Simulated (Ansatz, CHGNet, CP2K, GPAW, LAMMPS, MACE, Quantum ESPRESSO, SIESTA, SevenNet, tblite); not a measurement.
# Glassy 55SiO2-25B2O3-10CaO-10K2O (mol %) (68 atoms), the geometry as built

This is the geometry as built. Method: machine-learned interatomic potential CHGNet r2SCAN, trained on r2SCAN plane-wave data; its forces lie 46 % r.m.s. from those of plane-wave PBE on this cell (CHGNet r2SCAN); published weights, no electronic structure; density 2.43 g/cm³.

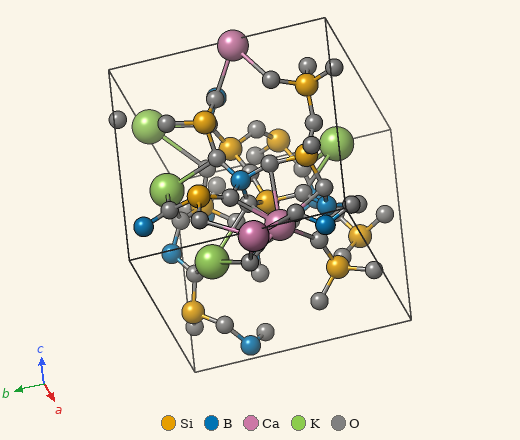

The structure (silicon orange, boron blue, calcium pink, potassium green, oxygen grey). Bonds to atoms that aren't drawn are left out. Some periodic images of atoms are drawn too.

Cell vectors (Å):

```
9.642 0.000 0.000
0.000 9.642 0.000
0.000 0.000 9.642
```

Positions (Å):

```
1 Si 5.224 4.626 4.673
2 Si 7.032 7.914 6.410
3 Si 1.404 1.451 7.467
4 Si 0.803 5.908 6.431
5 Si 7.255 4.352 8.878
6 Si 2.187 1.985 4.519
7 Si 6.912 2.279 1.709
8 Si 8.779 1.623 4.188
9 Si 7.558 8.932 1.624
10 Si 5.113 5.951 7.635
11 Si 0.504 6.447 2.667
12 B 1.800 1.392 0.594
13 B 2.404 5.002 4.189
14 B 6.611 9.363 4.145
15 B 9.499 8.453 7.510
16 B 0.838 9.064 2.031
17 B 8.709 6.870 0.058
18 B 4.923 1.998 3.570
19 B 8.934 3.383 6.663
20 B 7.717 5.934 4.376
21 B 2.584 5.714 8.678
22 Ca 0.431 4.232 0.003
23 Ca 3.221 3.706 2.059
24 K 4.470 9.223 9.273
25 K 4.403 7.110 1.825
26 K 3.171 8.435 5.071
27 K 5.827 1.495 7.091
28 O 0.361 7.467 6.533
29 O 5.722 0.821 3.788
30 O 7.336 3.345 0.528
31 O 7.780 3.564 7.558
32 O 8.627 2.541 5.522
33 O 1.986 5.834 5.298
34 O 0.758 1.367 4.011
35 O 1.663 5.365 2.981
36 O 2.224 1.518 8.909
37 O 6.021 7.287 7.536
38 O 2.327 1.538 6.104
39 O 9.391 4.693 6.195
40 O 5.144 3.005 4.609
41 O 5.730 4.876 8.688
42 O 3.482 1.679 3.545
43 O 1.469 5.504 7.885
44 O 2.138 3.604 4.494
45 O 3.862 5.139 3.906
46 O 7.590 7.632 0.648
47 O 3.647 6.431 8.143
48 O 9.611 6.384 1.128
49 O 5.084 5.203 6.193
50 O 9.453 7.763 8.817
51 O 2.717 5.068 0.245
52 O 1.195 7.943 2.777
53 O 1.366 2.522 1.258
54 O 8.124 8.824 7.149
55 O 8.209 5.664 9.024
56 O 7.952 0.242 4.435
57 O 0.694 0.000 7.525
58 O 0.377 2.726 7.466
59 O 6.093 8.686 5.324
60 O 7.568 6.639 5.568
61 O 6.894 0.723 1.119
62 O 1.737 0.154 1.246
63 O 8.041 2.314 2.890
64 O 6.618 5.155 3.995
65 O 6.751 8.477 2.976
66 O 8.845 6.154 3.598
67 O 9.117 9.318 1.908
68 O 5.384 2.600 2.270
```

Predict the forces.

Columns: atom, fx, fy, fz (forces in eV/Å).

```
1 -0.056 -0.458 0.491
2 0.596 -0.275 -0.724
3 -1.716 -0.505 -0.227
4 -0.293 -0.239 -0.507
5 0.473 0.383 -0.816
6 -0.537 1.351 0.169
7 0.267 -0.613 1.055
8 -0.941 -0.017 0.879
9 0.798 -0.426 0.750
10 0.462 -0.523 -0.789
11 -1.057 -0.028 -0.417
12 -1.447 1.340 1.301
13 -0.688 -0.266 1.524
14 0.329 1.069 -0.311
15 -0.145 -0.550 0.494
16 -1.565 0.363 -0.716
17 0.067 1.144 -0.284
18 1.189 -0.768 0.730
19 0.585 0.003 -0.582
20 0.274 1.084 0.854
21 -0.359 -1.079 0.863
22 0.472 0.010 -0.155
23 -0.335 -0.205 -0.424
24 -0.187 0.075 -0.068
25 0.135 -0.478 0.438
26 -0.194 -0.133 0.066
27 0.631 0.370 -0.772
28 0.570 -0.641 -0.347
29 -0.852 -0.036 0.086
30 -0.137 -0.145 0.245
31 -0.800 -0.185 0.776
32 -0.365 -0.234 -0.474
33 0.099 0.683 0.224
34 0.384 -0.123 -0.244
35 0.118 0.201 -0.745
36 0.742 -0.311 -0.389
37 -0.674 0.195 0.469
38 0.690 -0.370 0.035
39 0.290 0.758 0.102
40 0.208 0.706 0.707
41 -0.215 -0.029 0.214
42 -0.909 -0.484 0.062
43 0.591 -0.101 0.952
44 -0.072 -0.602 -0.311
45 0.425 0.671 -0.897
46 -1.070 0.675 0.228
47 0.488 0.573 -0.141
48 0.682 -0.897 0.377
49 -0.152 -0.058 0.114
50 0.297 -0.089 0.245
51 -0.262 0.652 -0.942
52 0.682 0.427 0.165
53 0.917 -0.768 -0.873
54 -0.770 -0.021 -0.245
55 -0.105 -0.971 0.258
56 0.851 0.490 0.133
57 0.523 0.438 -0.120
58 0.592 -0.274 0.843
59 -0.464 0.175 0.539
60 0.165 -0.493 -0.761
61 -0.261 0.103 -0.758
62 0.454 -0.809 0.040
63 0.009 0.435 -0.547
64 -0.010 0.082 -0.290
65 -0.233 -0.400 -0.768
66 -0.370 -0.197 0.209
67 1.015 0.018 -0.037
68 0.171 0.335 -0.952
```

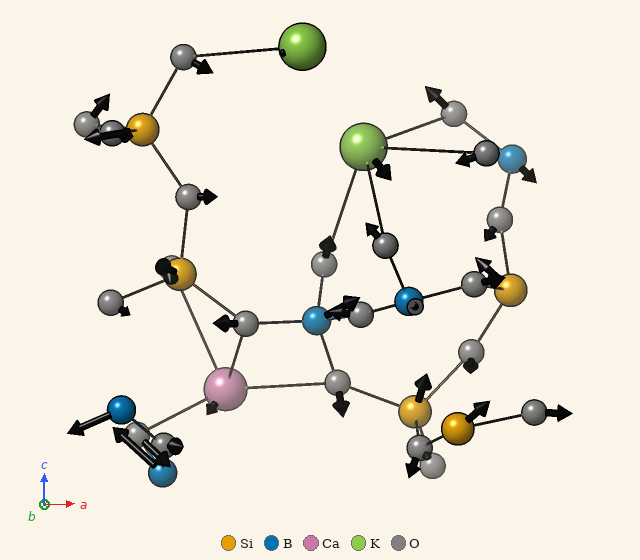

The forces as arrows, the longest 2.36 eV/Å. Drawn is a slice 5 Å thick, seen along the normal of the ac plane.

The quench rate of 20 K/ps is many orders above laboratory rates, so the cell is likely richer in defects and strain than a real sample. The network of bonds at the start is that of the classical potential that made the cell, and needn't be the one that DFT or experiment would give.

The r.m.s. force component is 0.592 eV/Å; the longest force, 2.36 eV/Å, acts on B12.

[Logs are printed without paths, hosts, clocks, repeated set-up lines and the standing remarks that a program may print on its own settings, such as how far it seeks lower states.]

[Hosts, paths, dates, database ids (printed as entryN), source tags and the programs' standing remarks are cut or masked in the printed files.]
